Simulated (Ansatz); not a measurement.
The starting structures come from a database of crystals and need not be the phases stable at ambient conditions.

 Where the default PAW files enter, the runs use the earlier of Ansatz's two default sets.

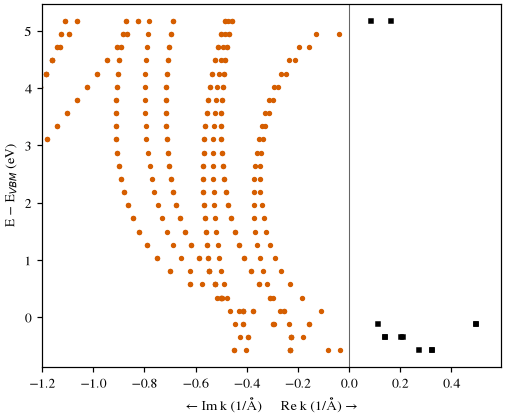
*Complex bands at the centre of the two-dimensional zone; r2SCAN in Ansatz (a program for electronic structure)*

The gap is the functional's own. No spin-orbit coupling. Mid-gap values are interpolated on the energy grid.

This is Li$_{2}$ZnCl$_{4}$ (Fd-3m, spinel, not sure to be the ambient phase, 14 atoms a cell, 19.4 Å³ an atom) along the normal of (111). Read off the slowest decay at the centre of the two-dimensional zone at 2.42 eV, the computed energy nearest the middle of the gap.

κ ≈ 0.35 1/Å, a decay length 1/(2κ) of the density of 1.4 Å.
